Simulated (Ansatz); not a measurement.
**BFH3P···H2: density, localisation and related maps**

Input file:

```
crystal:
  periodic: [false, false, false]
  atoms:
    - { symbol: B, position_ang: [0.128129, -0.598611, -0.194306] }
    - { symbol: H, position_ang: [-0.156625, 0.497016, 1.918395] }
    - { symbol: H, position_ang: [1.085172, 0.095788, -0.28177] }
    - { symbol: F, position_ang: [-1.018994, -0.115835, -0.623882] }
    - { symbol: P, position_ang: [0.193173, -2.340771, 0.592135] }
    - { symbol: H, position_ang: [-0.705611, -2.991379, -0.27497] }
    - { symbol: H, position_ang: [1.376406, -2.77981, -0.03187] }
    - { symbol: H, position_ang: [-0.117249, -0.188798, 2.073568] }
basis:
  gaussian: { orbitals: def2-mTZVP }
hamiltonian:
  xc: { name: BHLYP }
  dispersion: d4
relax:
  f_tol: 0.03
  max_steps: 50
output:
  orbitals: {}
```

Run with:

```sh
ansatz run input.yaml --threads 1 --pin off --max-ram 2048MiB --backend cpu --events-out ev --progress --plain --runs-dir out
```

The fields are those of the run's last geometry, not of the input's.

All numbers below come from RKS BHLYP-D4/def2-mTZVP (Ansatz 0.2.0).

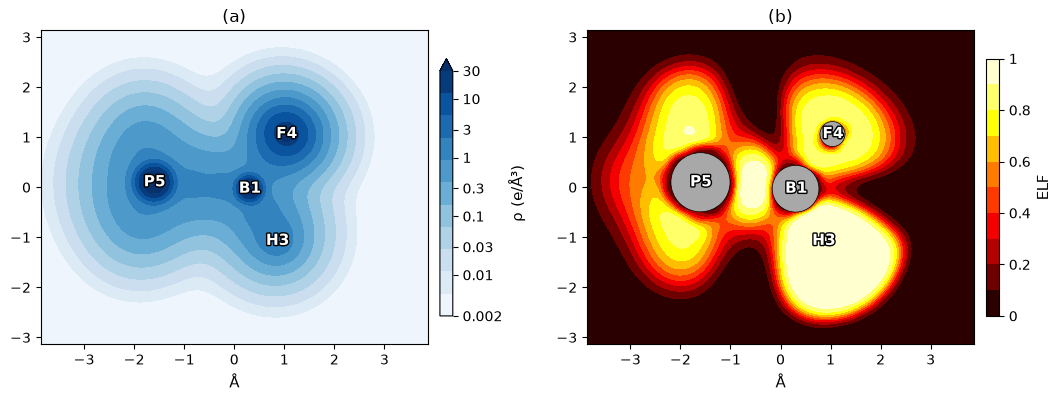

Figure 1. (a) electron density; (b) ELF on the plane of atoms H3, B1 and F4. Grey discs cover the atomic cores in the ELF map.

**Interpret the plot.**

The section cuts through B, H, F and P sites.
B–F (1.32 Å): ρ at the midpoint is about 2.2 e/Å³; the ELF peaks at about 0.85 between the atoms: a polar covalent bond.
B–P (1.91 Å): ρ is about 1 e/Å³ halfway; the ELF peaks at about 1 between the atoms (a covalent bond).
B–H (1.18 Å): ρ at the midpoint is about 1.3 e/Å³; the ELF climbs to about 1 towards the hydrogen, as it does in any bond to H: an ordinary covalent bond to hydrogen.
The ELF also peaks beside F4, away from the bonds: lone-pair regions.

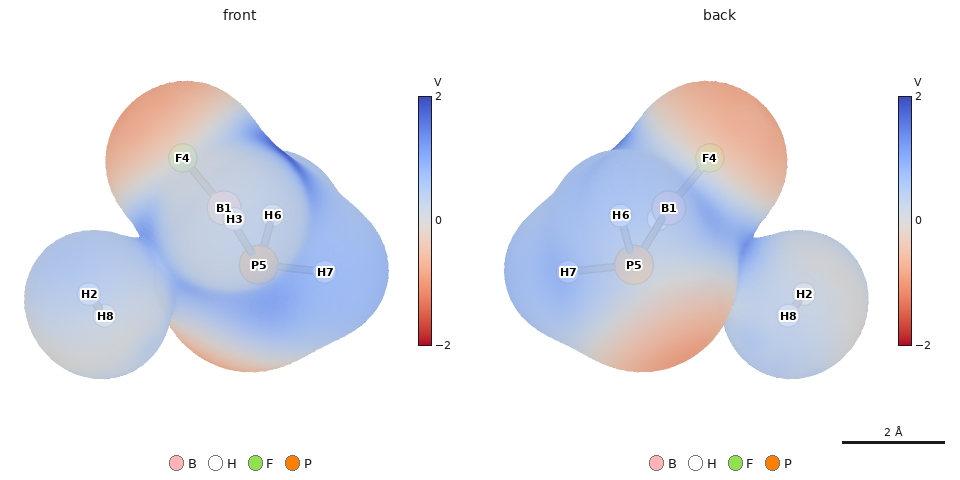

Figure 2. The molecular electrostatic potential painted on the density surface at 0.002 e/bohr³, seen from the front and from behind; red is negative and blue positive.

**Describe the electrostatic potential map.**

The most negative region (about −0.9 V) lies over P5, the most positive (about +1.6 V) over B1.

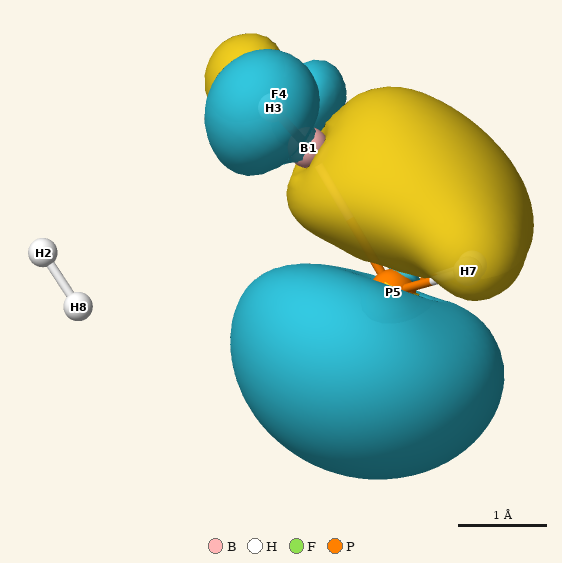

Figure 3. The HOMO at ±0.08 Å⁻³ᐟ² (yellow and cyan are the two phases), seen across its widest extent.

**Where does this orbital lie, and at what energy?**

It lies mainly on P5 (about 75 %) and B1 (about 15 %); largely a lone pair of P5. Its energy is −8.64 eV.

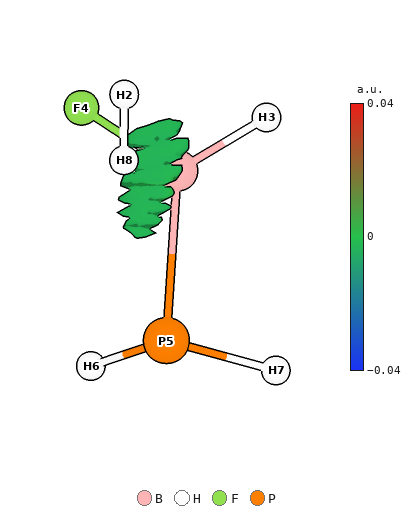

Figure 4. Non-covalent interaction (NCI) plot: the surface where the reduced density gradient is 0.5, for densities under 0.05 a.u., coloured by sign(λ₂)ρ; seen at an oblique angle.

**What holds or crowds the atoms apart from the covalent bonds?**

Between H8 and H2 on one side and B1 on the other: a weak contact (green).
